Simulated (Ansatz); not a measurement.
BNH₄SCl₂: several calculations on one system

### Relaxation

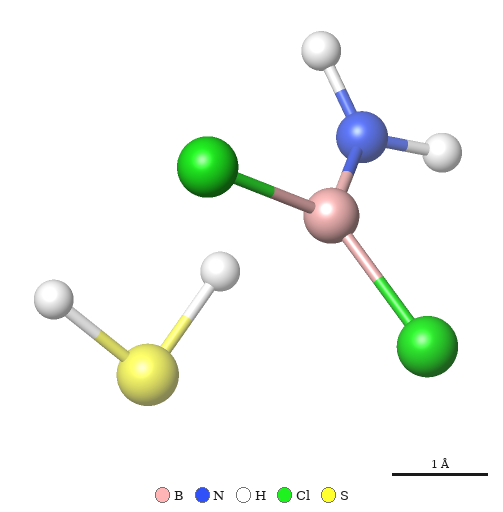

Starting structure of BNH$_{4}$SCl$_{2}$. Style: ball-and-stick. Shown from a free direction.

The run prepares an end point of a later path (reaction) calculation, from a guessed geometry.

Computed with Ansatz 0.2.0, RKS PBE0-D4/def2-SVP.

The input:
```yaml
crystal:
  periodic: [false, false, false]
  atoms:
    - { symbol: B, position_ang: [0.02832, -0.178225, 0.241842] }
    - { symbol: "N", position_ang: [0.032759, -0.308074, 1.706162] }
    - { symbol: H, position_ang: [-0.762756, -0.706497, 2.187441] }
    - { symbol: H, position_ang: [0.899325, -0.291273, 2.226929] }
    - { symbol: Cl, position_ang: [1.528494, 0.154076, -0.605661] }
    - { symbol: Cl, position_ang: [-1.458646, -0.520268, -0.640014] }
    - { symbol: S, position_ang: [-0.693181, 2.822381, 0.541015] }
    - { symbol: H, position_ang: [-1.980258, 2.45635, 0.373398] }
    - { symbol: H, position_ang: [-0.507356, 1.881731, 1.530788] }
basis:
  gaussian: { orbitals: def2-SVP }
hamiltonian:
  xc: pbe0
  dispersion: d4
relax:
  f_tol: 0.03
  max_steps: 50
```

Run as
```bash
ansatz run input.yaml --threads 2 --pin off --max-ram 3072MiB --backend cpu --events-out ev --progress --plain --runs-dir out
```

Where does the relaxation end?

The energy falls by 4.85 kcal/mol in 14 accepted moves (17 points after the start). The largest force component goes from 2.4 to 0.024 eV/Å. The line search rejected the trial steps at points 8, 10, 13 of the run. The forces were under the threshold at step 11, but the run went on from there. The atom that moves furthest after the best rigid fit is S7 (0.57 Å). By element the largest moves are S 0.57 Å, H 0.36 Å, Cl 0.24 Å, B 0.16 Å, N 0.14 Å. Some distances before and after: B1–N2 1.470 → 1.391 Å, S7–H9 1.378 → 1.350 Å, B1–Cl6 1.762 → 1.769 Å, B1–Cl5 1.755 → 1.759 Å. The run took 50 s on 2 threads of Arm Neoverse V2, on a shared host, peak memory 0.23 GiB.

Step by step:

```
step  E − E(0), kcal/mol  largest force component, eV/Å      note
   0                0.00                         2.4257          
   1               -3.12                         1.2568          
   2               -4.16                         0.5176          
   3               -4.38                         0.3432          
   4               -4.56                         0.1575          
   5               -4.68                         0.1072          
   6               -4.73                         0.1106          
   7               -4.74                         0.1254          
   8               -4.05                         0.8657  rejected
   9               -4.79                         0.0375          
  10               -4.79                         0.1705  rejected
  11               -4.81                         0.0158          
  12               -4.83                         0.0530          
  13               -4.82                         0.1323  rejected
  14               -4.83                         0.0279          
  15               -4.84                         0.0350          
  16               -4.85                         0.0344          
  17               -4.85                         0.0241
```

Final geometry:

```xyz
9

B     0.0707   -0.3349    0.2508
N     0.0987   -0.4164    1.6392
H    -0.7283   -0.6167    2.1865
H     0.9614   -0.3617    2.1650
Cl    1.5520   -0.0776   -0.6625
Cl   -1.4694   -0.4948   -0.6055
S    -1.0193    3.1557    0.8705
H    -1.7728    2.3449    0.0974
H    -0.6064    2.1117    1.6205
```

The end point in the same view:

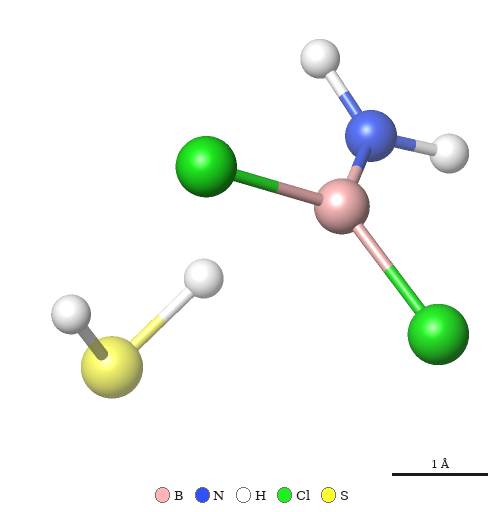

Limits of the set-up: the start holds two separate molecules, 2.3 Å apart at their closest, whose relative position is a soft coordinate.

### Relaxation

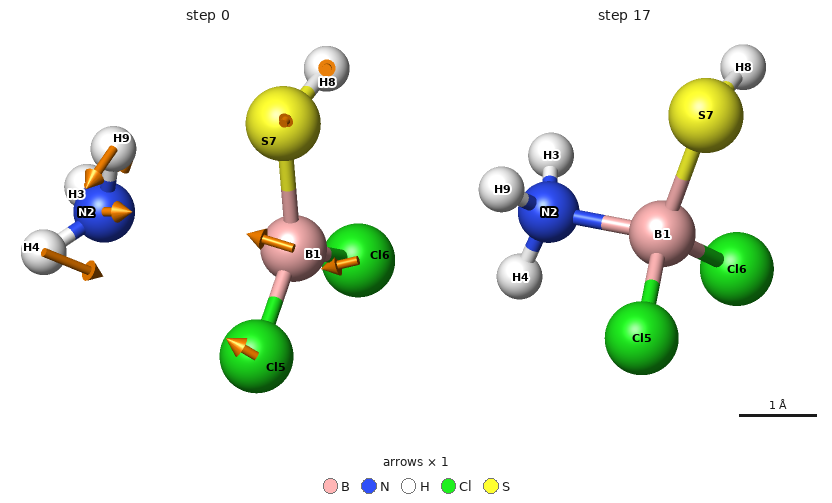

The structure of BNH₄SCl₂ before (left) and after (right) a relaxation, at one scale. The orange arrows give the displacements, at their true length.

A ball-and-stick model, seen at a tilt.

The run prepares an end point of a later path (reaction) calculation, from a guessed geometry.

All numbers below come from RKS PBE0-D4/def2-SVP (Ansatz). Set-up: no spin polarisation; force threshold 0.03 eV/Å; at most 50 steps.

Question: Summarise the run.

Answer: The energy falls by 0.934 eV in 14 accepted moves (17 points after the start). The largest force component goes from 0.78 to 0.004 eV/Å. The line search rejected the trial steps at points 5, 11, 13 of the run. The forces were under the threshold at step 12, but the run went on from there. The atom that moves furthest after the best rigid fit is H4 (0.99 Å). By element the largest moves are H 0.99 Å, B 0.68 Å, Cl 0.53 Å, N 0.46 Å, S 0.21 Å. Some distances before and after: B1–N2 2.741 → 1.630 Å, B1–Cl5 1.752 → 1.836 Å, B1–S7 1.861 → 1.884 Å, N2–H9 1.036 → 1.023 Å. New bonds form, among them: B1–N2 (2.74 → 1.63 Å). Bond angles that change, for instance: Cl5–B1–Cl6 120.9° → 114.4°, Cl5–B1–S7 116.6° → 110.5°, Cl6–B1–S7 121.5° → 115.6°.

Limits of the set-up: the start holds two separate molecules, 2.6 Å apart at their closest, whose relative position is a soft coordinate.

### Path

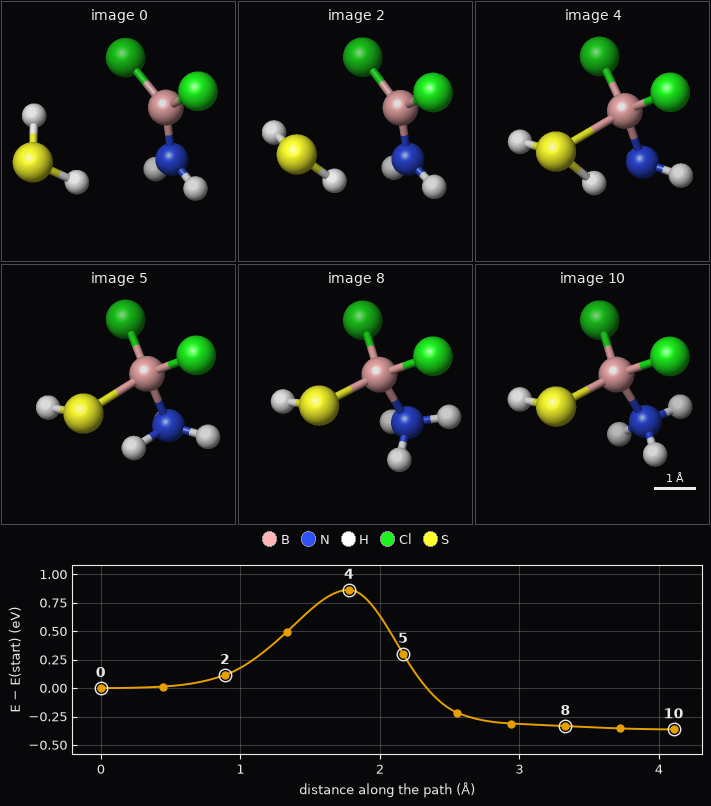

A nudged-elastic-band calculation for BNH4SCl2, made up at the start of BNH₂Cl₂ and H2S. Images are numbered from 0 (start) to 10 (end). The picture is a ball-and-stick view, seen at a tilt.

The calculation used Ansatz 0.2.0, RKS PBE0-D4/def2-SVP. Settings: 9 movable images; climbing image; force threshold 0.03 eV/Å; iteration limit 60; starting path through a guess of the saddle point.

### Read off the barrier and say what moves.

The highest point, image 4, lies 0.86 eV above the start and 1.23 eV above the end; the end is at −0.36 eV relative to the start. Breaking: H–S (1.35 → 2.95 Å). Forming: B–S (3.71 → 1.88 Å), H–N (2.62 → 1.02 Å). The band converged in 17 iterations. The largest component of the band force went from 16 to 0.015 eV/Å. The climbing image converged on the top of the path. Its vibrational analysis gives one imaginary mode (953i cm⁻¹), as a transition state must have.

Limits of the set-up: the start holds two separate molecules, 2.6 Å apart at their closest, whose relative position is a soft coordinate.
